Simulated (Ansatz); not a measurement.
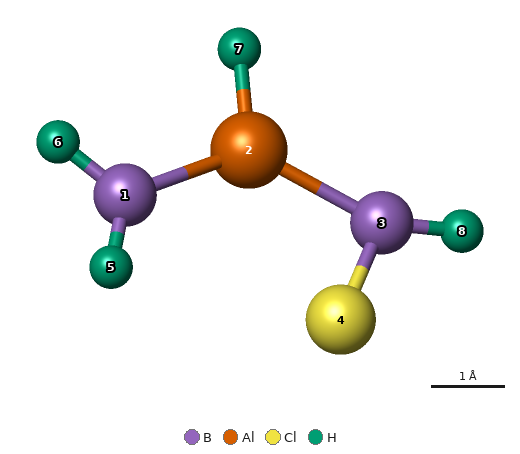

Fig. 1: The structure as given in the input (ball-and-stick view, seen at a tilt; atoms are numbered from 1 in the order of the input). Sticks mark near contacts. Bond lengths as drawn: Al–B 2.10 to 2.11 Å, Al–H 1.58 Å, B–Cl 1.72 Å and B–H 1.18 Å.

AlB2H4Cl: geometry relaxation (part 1 of 2)

AlB2H4Cl, SMILES [BH2][AlH][BH]Cl, computed with RKS PBE0-D4/def2-TZVP (Ansatz 0.2.0).

Figures and captions count atoms from 1; the log counts them from 0 in places.

## The program's output
```
Functional definition: PBE0
  name "PBE0"
  cite "Adamo & Barone, J. Chem. Phys. 110, 6158 (1999) doi:10.1063/1.478522"
  cite "Perdew, Burke & Ernzerhof, Phys. Rev. Lett. 77, 3865 (1996) doi:10.1103/PhysRevLett.77.3865"
  parent pbe
  parameter a = 0.25
  parameter kappa = 0.804
  parameter beta = 0.06672455060314922
  exchange = (1 - a)*pbe_x(kappa = kappa, mu = beta*pi^2/3) + a*exact_x
  correlation = pbe_c(beta = beta)
1061 factors; their error is unknown
mean field evaluation 1: about -20524.4309 eV, gradient 2.6e1 eV
mean field evaluation 2: about -20525.0233 eV, gradient 2.3e1 eV
mean field evaluation 4: about -20526.6484 eV, gradient 1.2e0 eV
mean field evaluation 8: about -20526.6958 eV, gradient 1.7e-1 eV
mean field -20526.69581554 eV, -754.3421577271 hartree, gradient 6.4e-5 eV, S^2 0.000000; 0 other end points of the search recorded, 0 dependent functions left out
the calculation of the forces begins
reference -20526.69585356 eV, -754.3421591242 hartree; 22, 22 occupied and 138, 138 virtual orbitals, 1061 factors
relax step   1: F+E_penalty+E_count = -20526.83274612 eV  Δ(F+E_penalty+E_count) = +0.000e0 eV  max|allowed force component| = 1.542e0 eV/Å  Δτ_max = 0.0000 Å  (26 SCF iters, accepted)
these checks for a lower state are left out or cut short: starts, cluster_reference, orbital_swaps, neighbouring_geometries, increment
1061 factors; their error is unknown
mean field evaluation 16: about -20526.8628 eV, gradient 9.3e0 eV
mean field -20527.07779900 eV, -754.3561953603 hartree, gradient 9.7e-6 eV, S^2 0.000000; 0 other end points of the search recorded, 0 dependent functions left out
[... from here on the field's lines of each further geometry are left out, up to the last ...]
relax step   2: F+E_penalty+E_count = -20527.21158887 eV  Δ(F+E_penalty+E_count) = -3.788e-1 eV  max|allowed force component| = 5.643e-1 eV/Å  Δτ_max = 0.1949 Å  (29 SCF iters, accepted)
relax step   3: F+E_penalty+E_count = -20527.32365397 eV  Δ(F+E_penalty+E_count) = -1.121e-1 eV  max|allowed force component| = 4.071e-1 eV/Å  Δτ_max = 0.1988 Å  (29 SCF iters, accepted)
relax step   4: F+E_penalty+E_count = -20527.33985882 eV  Δ(F+E_penalty+E_count) = -1.620e-2 eV  max|allowed force component| = 3.927e-1 eV/Å  Δτ_max = 0.1998 Å  (29 SCF iters, accepted)
relax step   5: F+E_penalty+E_count = -20527.33684598 eV  Δ(F+E_penalty+E_count) = +3.013e-3 eV  max|allowed force component| = 3.682e-1 eV/Å  Δτ_max = 0.0949 Å  (29 SCF iters, rejected (line search))
relax step   6: F+E_penalty+E_count = -20527.35918420 eV  Δ(F+E_penalty+E_count) = -1.933e-2 eV  max|allowed force component| = 6.024e-2 eV/Å  Δτ_max = 0.0462 Å  (30 SCF iters, accepted)
relax step   7: F+E_penalty+E_count = -20527.36960715 eV  Δ(F+E_penalty+E_count) = -1.042e-2 eV  max|allowed force component| = 7.110e-2 eV/Å  Δτ_max = 0.0999 Å  (29 SCF iters, accepted)
relax step   8: F+E_penalty+E_count = -20527.39390588 eV  Δ(F+E_penalty+E_count) = -2.430e-2 eV  max|allowed force component| = 1.461e-1 eV/Å  Δτ_max = 0.1498 Å  (28 SCF iters, accepted)
relax step   9: F+E_penalty+E_count = -20527.40968139 eV  Δ(F+E_penalty+E_count) = -1.578e-2 eV  max|allowed force component| = 2.054e-1 eV/Å  Δτ_max = 0.0667 Å  (30 SCF iters, accepted)
relax step  10: F+E_penalty+E_count = -20527.42926677 eV  Δ(F+E_penalty+E_count) = -1.959e-2 eV  max|allowed force component| = 2.512e-1 eV/Å  Δτ_max = 0.0745 Å  (30 SCF iters, accepted)
relax step  11: F+E_penalty+E_count = -20527.45281537 eV  Δ(F+E_penalty+E_count) = -2.355e-2 eV  max|allowed force component| = 2.763e-1 eV/Å  Δτ_max = 0.0773 Å  (30 SCF iters, accepted)
relax step  12: F+E_penalty+E_count = -20527.47947129 eV  Δ(F+E_penalty+E_count) = -2.666e-2 eV  max|allowed force component| = 2.837e-1 eV/Å  Δτ_max = 0.0835 Å  (30 SCF iters, accepted)
relax step  13: F+E_penalty+E_count = -20527.54140948 eV  Δ(F+E_penalty+E_count) = -6.194e-2 eV  max|allowed force component| = 2.507e-1 eV/Å  Δτ_max = 0.1970 Å  (35 SCF iters, accepted)
relax step  14: F+E_penalty+E_count = -20527.56600380 eV  Δ(F+E_penalty+E_count) = -2.459e-2 eV  max|allowed force component| = 4.903e-1 eV/Å  Δτ_max = 0.1952 Å  (33 SCF iters, accepted)
relax step  15: F+E_penalty+E_count = -20527.61506966 eV  Δ(F+E_penalty+E_count) = -4.907e-2 eV  max|allowed force component| = 2.704e-1 eV/Å  Δτ_max = 0.1992 Å  (29 SCF iters, accepted)
relax step  16: F+E_penalty+E_count = -20527.62385334 eV  Δ(F+E_penalty+E_count) = -8.784e-3 eV  max|allowed force component| = 3.757e-1 eV/Å  Δτ_max = 0.1418 Å  (29 SCF iters, accepted)
relax step  17: F+E_penalty+E_count = -20527.64707307 eV  Δ(F+E_penalty+E_count) = -2.322e-2 eV  max|allowed force component| = 2.053e-1 eV/Å  Δτ_max = 0.2000 Å  (29 SCF iters, accepted)
relax step  18: F+E_penalty+E_count = -20527.65396747 eV  Δ(F+E_penalty+E_count) = -6.894e-3 eV  max|allowed force component| = 1.113e-1 eV/Å  Δτ_max = 0.1995 Å  (29 SCF iters, accepted)
relax step  19: F+E_penalty+E_count = -20527.65336375 eV  Δ(F+E_penalty+E_count) = +6.037e-4 eV  max|allowed force component| = 7.647e-2 eV/Å  Δτ_max = 0.1662 Å  (28 SCF iters, rejected (line search))
relax step  20: F+E_penalty+E_count = -20527.65836091 eV  Δ(F+E_penalty+E_count) = -4.393e-3 eV  max|allowed force component| = 1.278e-2 eV/Å  Δτ_max = 0.0614 Å  (29 SCF iters, accepted)
relax step  21: F+E_penalty+E_count = -20527.65855275 eV  Δ(F+E_penalty+E_count) = -1.918e-4 eV  max|allowed force component| = 1.295e-2 eV/Å  Δτ_max = 0.0141 Å  (30 SCF iters, accepted)
relax step  22: F+E_penalty+E_count = -20527.65860756 eV  Δ(F+E_penalty+E_count) = -5.480e-5 eV  max|allowed force component| = 5.367e-3 eV/Å  Δτ_max = 0.0125 Å  (31 SCF iters, accepted)
the calculation of the forces begins
reference -20527.53542964 eV, -754.3730129761 hartree; 22, 22 occupied and 138, 138 virtual orbitals, 1061 factors
relax step  23: F+E_penalty+E_count = -20527.65862912 eV  Δ(F+E_penalty+E_count) = -2.156e-5 eV  max|allowed force component| = 4.656e-3 eV/Å  Δτ_max = 0.0033 Å  (23 SCF iters, accepted)
```

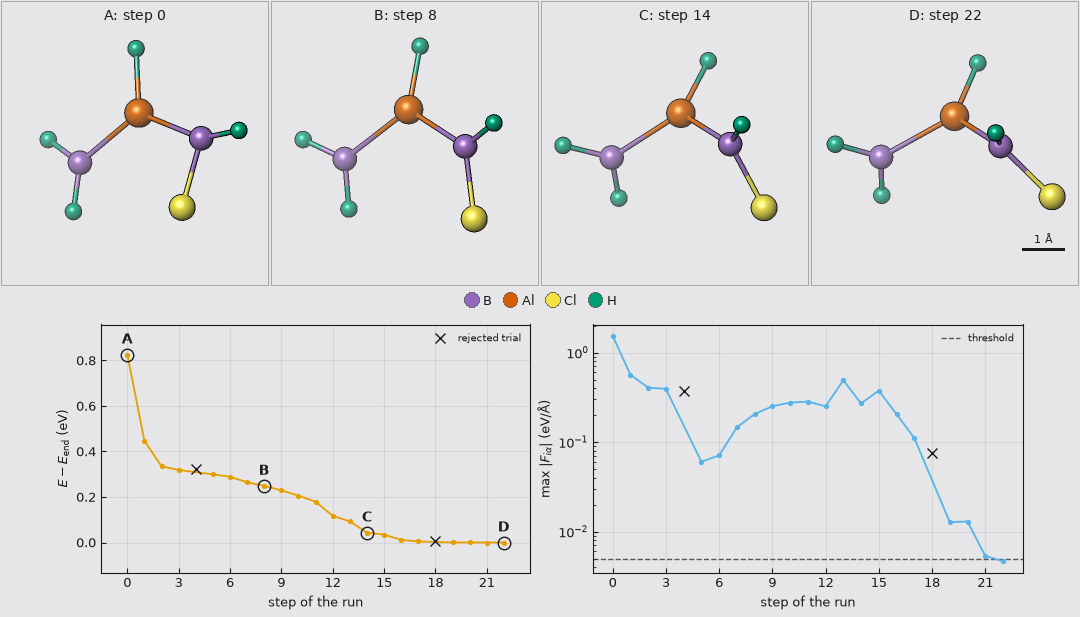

Fig. 2: Frames of the relaxation (ball-and-stick view, seen at a tilt) above the curves, on which the letters mark them (the first geometry is step 0 here and step 1 in the log).

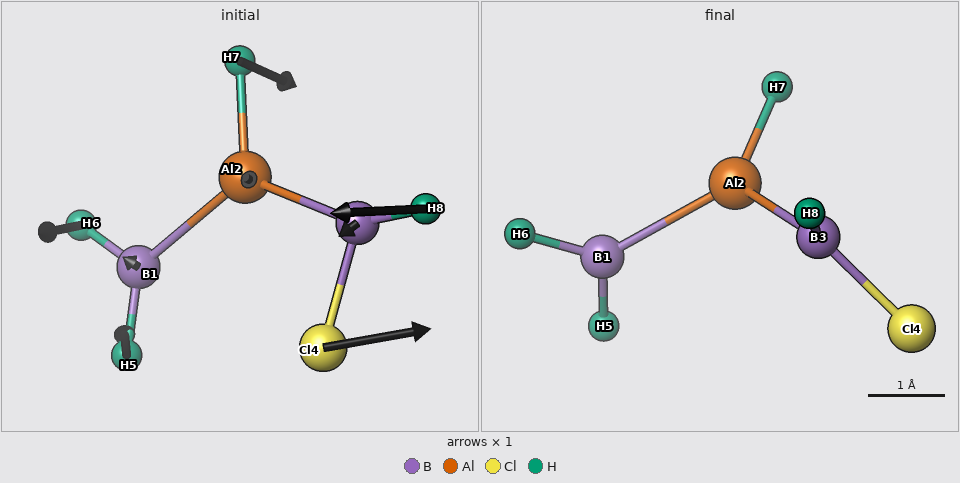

Fig. 3: Before (left) and after (right) the relaxation, at one scale (ball-and-stick view, seen at a tilt). The black arrows give the displacements, at true length. After 22 geometry steps the energy has fallen by 0.826 eV. Largest force component: 1.5 eV/Å at the start, 0.0047 eV/Å at the end. The line search rejected the trial steps at points 4, 18 (counted from 0) and went back. Cl4 moves most after the best rigid fit: 1.46 Å. By element the largest moves are Cl 1.46 Å, H 1.36 Å, B 0.32 Å, Al 0.31 Å. Distances before and after: B3–Cl4 1.722 → 1.756 Å, Al2–B3 2.106 → 2.132 Å, Al2–H7 1.577 → 1.598 Å, B1–H5 1.180 → 1.200 Å. Among the angles that change: Al2–B3–Cl4 91.7° → 117.8°, Al2–B3–H8 153.9° → 128.4°, B1–Al2–B3 128.3° → 121.4°. (Atoms are counted from 1 in the order of the input.)

```
1061 factors; their error is unknown
mean field -20527.53539111 eV, -754.3730115602 hartree, gradient 2.2e-5 eV, S^2 0.000000; 1 other end points of the search recorded, 0 dependent functions left out
the calculation of the forces begins
reference -20527.53542964 eV, -754.3730129761 hartree; 22, 22 occupied and 138, 138 virtual orbitals, 1061 factors
Total energy: -20527.65866765 eV, -754.3775418893 hartree
Atom 0 at    -1.183340     1.383098     0.554672 Å, force     0.001370     0.000914    -0.001287 eV/Å
Atom 1 at     0.349052     0.420052    -0.537362 Å, force    -0.001921     0.004290     0.000096 eV/Å
Atom 2 at     1.027028    -1.532413    -0.013056 Å, force    -0.000874    -0.004656     0.001193 eV/Å
Atom 3 at     0.188267    -2.906439    -0.713692 Å, force     0.000665    -0.000521     0.000762 eV/Å
Atom 4 at    -2.347836     1.234732     0.305386 Å, force     0.000813    -0.000822     0.000192 eV/Å
Atom 5 at    -0.959008     2.105035     1.487072 Å, force    -0.000227    -0.001116    -0.000019 eV/Å
Atom 6 at     1.005875     1.131768    -1.807819 Å, force     0.000207     0.000968    -0.000161 eV/Å
Atom 7 at     1.919953    -1.835854     0.724800 Å, force    -0.000033     0.000940    -0.000776 eV/Å
Dipole moment:     0.029723     0.106556     0.102811 e Å
```

## Trajectory as extended XYZ (Å, eV, eV/Å), 23 frames, from step=1 to step=23
```
8
Properties=species:S:1:pos:R:3:forces:R:3 step=1 energy=-20526.83275
B    -1.2941    1.1804    0.4328   -0.2732  -0.0210   0.1171
Al    0.5467    0.4402   -0.2544    1.2572   0.5008  -0.5229
B     1.1975   -1.5612   -0.3443    0.0779   0.5321  -0.0494
Cl   -0.3026   -2.1321    0.2786   -1.2913  -1.5419   0.6014
H    -2.2318    0.5950    0.8454   -0.2887  -0.3221   0.1348
H    -1.4446    2.3524    0.4079   -0.0117   0.4785  -0.0197
H     1.5520    1.5370   -0.7777    0.1530   0.4271  -0.1251
H     1.9768   -2.4117   -0.5882    0.3768  -0.0534  -0.1362
8
Properties=species:S:1:pos:R:3:forces:R:3 step=2 energy=-20527.21159
B    -1.2865    1.1866    0.4307   -0.0060   0.0449   0.0024
Al    0.6189    0.4934   -0.2852    0.2666   0.3406  -0.1311
B     1.1156   -1.5723   -0.3082   -0.1955  -0.1217   0.0762
Cl   -0.3467   -2.3202    0.3047   -0.1957  -0.5643   0.1140
H    -2.2209    0.5707    0.8426   -0.0198  -0.1530   0.0164
H    -1.4460    2.3699    0.4103   -0.0669   0.1831   0.0240
H     1.5939    1.6314   -0.8087    0.1459   0.0930  -0.0766
H     1.9717   -2.3596   -0.5862    0.0713   0.1773  -0.0253
8
Properties=species:S:1:pos:R:3:forces:R:3 step=3 energy=-20527.32365
B    -1.2808    1.2274    0.4261    0.0119   0.1553  -0.0072
Al    0.6388    0.5383   -0.2992   -0.1316   0.0248   0.0223
B     1.0336   -1.5802   -0.2821   -0.1822  -0.4071   0.1244
Cl   -0.3497   -2.5185    0.3191    0.3438   0.1490  -0.1509
H    -2.1881    0.5543    0.8289    0.0767  -0.0223  -0.0334
H    -1.4818    2.4129    0.4289   -0.0724  -0.0331   0.0395
H     1.6562    1.6407   -0.8383    0.0986  -0.0617  -0.0320
H     1.9717   -2.2750   -0.5834   -0.1447   0.1952   0.0373
8
Properties=species:S:1:pos:R:3:forces:R:3 step=4 energy=-20527.33986
B    -1.2771    1.3132    0.4238   -0.2035  -0.1103   0.0018
Al    0.5841    0.5523   -0.3066    0.3882  -0.0962   0.0087
B     0.9827   -1.5762   -0.2327   -0.1439   0.3927  -0.1523
Cl   -0.3213   -2.6035    0.2962   -0.0783  -0.2263   0.0837
H    -2.1037    0.5160    0.7750   -0.0616   0.0965   0.0265
H    -1.5901    2.4636    0.5099    0.0117   0.0532   0.0326
H     1.7540    1.4728   -0.8846   -0.0453   0.0712  -0.0435
H     1.9714   -2.1382   -0.5810    0.1327  -0.1808   0.0425
8
Properties=species:S:1:pos:R:3:forces:R:3 step=5 energy=-20527.33685 accepted=F
B    -1.2981    1.3044    0.3950    0.0039   0.0880   0.3650
Al    0.5867    0.5447   -0.3309    0.0085  -0.0421  -0.2818
B     0.9643   -1.5878   -0.3056    0.2903   0.0113   0.3682
Cl   -0.2999   -2.6363    0.3027   -0.0384  -0.0376  -0.1040
H    -2.1594    0.5508    0.7623   -0.0295   0.0600  -0.1354
H    -1.5299    2.4728    0.5802    0.0084  -0.1350  -0.1156
H     1.7262    1.5088   -0.9071   -0.0292  -0.0044   0.0317
H     2.0102   -2.1573   -0.4966   -0.2142   0.0597  -0.1281
8
Properties=species:S:1:pos:R:3:forces:R:3 step=6 energy=-20527.35918
B    -1.2842    1.3008    0.4258   -0.0602  -0.0010   0.0156
Al    0.6019    0.5503   -0.3113    0.0513  -0.0228   0.0064
B     0.9810   -1.5767   -0.2514    0.0169   0.0131  -0.0074
Cl   -0.3149   -2.6238    0.2915    0.0225  -0.0164  -0.0119
H    -2.1439    0.5387    0.7750   -0.0031   0.0436  -0.0174
H    -1.5606    2.4639    0.5228    0.0225  -0.0143   0.0124
H     1.7375    1.5068   -0.9002   -0.0272   0.0175  -0.0172
H     1.9832   -2.1600   -0.5522   -0.0226  -0.0197   0.0195
```
